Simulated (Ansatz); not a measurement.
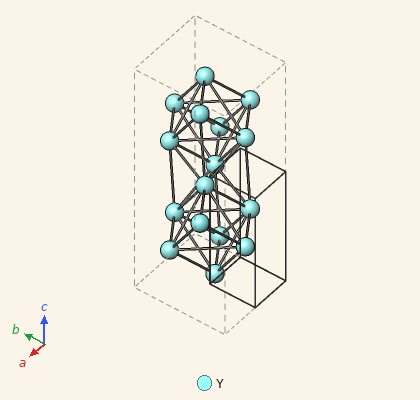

Y, space group P6_3/mmc (No. 194), a = 3.657 Å, b = 3.657 Å, c = 5.674 Å, α = 90.00°, β = 90.00°, γ = 120.00°. Source: the end point of a relaxation with DFT PBE, scalar-relativistic, plane waves, PAW (Ansatz 0.2.0). Forms under 0.4 % of the area are left out.

Q: Which faces does the BFDH rule predict for this crystal?

A: The forms computed, by share of the surface:

```tsv
form	faces	d (Å)	share of area (%)
{100}	6	3.167	41.8
{101}	12	2.765	40.4
{002}	2	2.837	17.8
```

The crystal is roughly equant (blocky). Widths along a, b and c stand as 1.00 : 1.00 : 0.97.

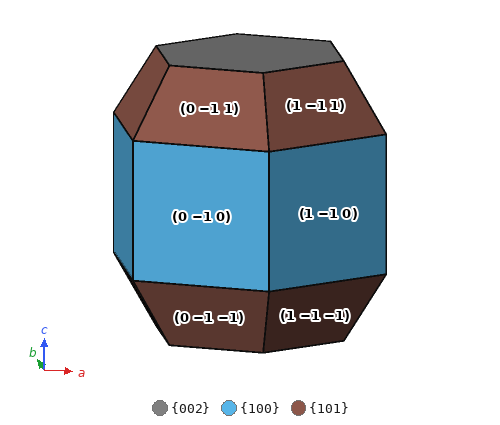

The computed shape, faces indexed. The rule is geometric and ignores bonding and growth conditions.
